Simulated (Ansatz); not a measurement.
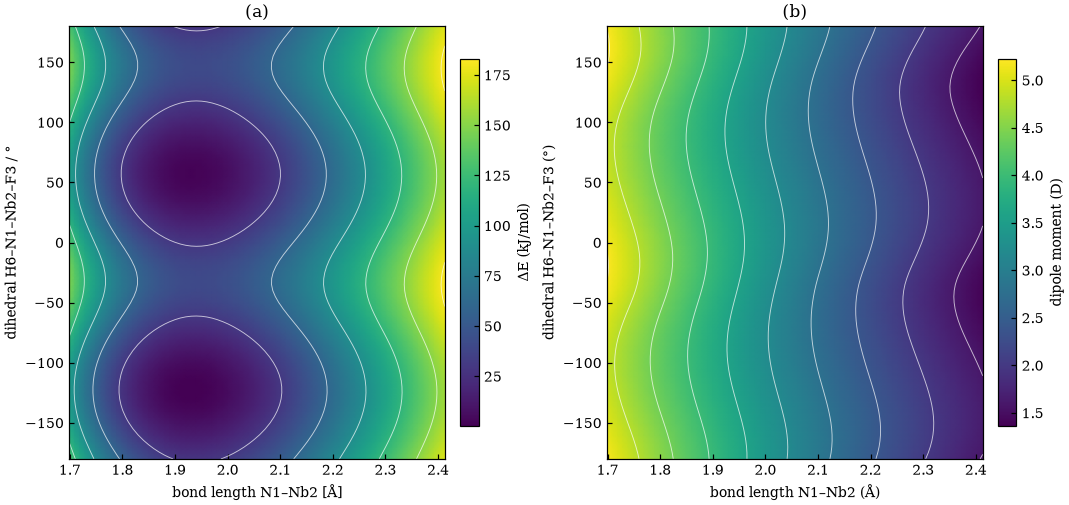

ClFH2NNbS, SMILES [NH2][Nb]([F])(=[S])[Cl]. The first coordinate is: bond length N1–Nb2; the second: dihedral H6–N1–Nb2–F3. Nothing is relaxed (all other coordinates rigid). Grid: 15 × 15 points. Points are written as (first, second). All energies are given in kJ/mol relative to the relaxed molecule at the same level. The calculation used Ansatz 0.2.0, RKS PBE0-D4/def2-SVP.

Panel (a) is the energy; panel (b) is the computed dipole moment, in D.

The picture shows a smooth colour map with a few white contour lines. Between grid points the surface is interpolated.

**How does the dipole moment vary over the map, and what is it at the lowest grid point?**

Leaving out the highest fifth of the energies, it runs from 1.87 D at (2.311 Å, −84°) to 5.12 D at (1.699 Å, 12°). At the lowest grid point, (1.954 Å, −132°), it is 3.55 D.

```
dihedral H6–N1–Nb2–F3 ↓, bond length N1–Nb2 →  1.699  1.750  1.801  1.852  1.903  1.954  2.005  2.056  2.107  2.158  2.209  2.260  2.311  2.362  2.413
                                          156   5.23   4.88   4.55   4.22   3.91   3.61   3.33   3.05   2.79   2.54   2.30   2.07   1.85   1.64   1.44
                                          132   5.11   4.77   4.44   4.12   3.81   3.52   3.23   2.96   2.70   2.45   2.21   1.98   1.76   1.56   1.36
                                          108   4.96   4.63   4.32   4.02   3.73   3.45   3.18   2.92   2.68   2.44   2.22   2.00   1.79   1.60   1.41
                                           84   4.89   4.57   4.27   3.98   3.71   3.44   3.19   2.95   2.71   2.49   2.28   2.07   1.87   1.68   1.50
                                           60   4.91   4.60   4.31   4.03   3.75   3.49   3.25   3.01   2.78   2.56   2.35   2.14   1.95   1.76   1.58
                                           36   5.00   4.69   4.39   4.10   3.83   3.57   3.31   3.07   2.84   2.61   2.40   2.19   1.99   1.80   1.62
                                           12   5.12   4.80   4.49   4.19   3.90   3.62   3.36   3.10   2.86   2.62   2.40   2.19   1.98   1.78   1.60
                                          −12   5.21   4.87   4.54   4.23   3.92   3.63   3.35   3.08   2.82   2.57   2.34   2.11   1.89   1.69   1.49
                                          −36   5.18   4.84   4.50   4.18   3.87   3.57   3.28   3.01   2.74   2.49   2.25   2.02   1.80   1.59   1.40
                                          −60   5.04   4.70   4.38   4.07   3.78   3.49   3.22   2.96   2.70   2.46   2.23   2.01   1.80   1.60   1.42
                                          −84   4.91   4.60   4.30   4.01   3.73   3.46   3.20   2.96   2.72   2.49   2.28   2.07   1.87   1.68   1.50
                                         −108   4.89   4.59   4.29   4.01   3.74   3.48   3.24   3.00   2.77   2.55   2.34   2.14   1.95   1.77   1.59
                                         −132   4.95   4.65   4.36   4.08   3.81   3.55   3.30   3.07   2.84   2.62   2.41   2.21   2.01   1.83   1.65
                                         −156   5.07   4.76   4.46   4.17   3.89   3.63   3.37   3.12   2.89   2.66   2.44   2.23   2.03   1.84   1.66
                                         −180   5.19   4.86   4.54   4.24   3.94   3.66   3.39   3.13   2.87   2.63   2.40   2.18   1.97   1.77   1.58
```
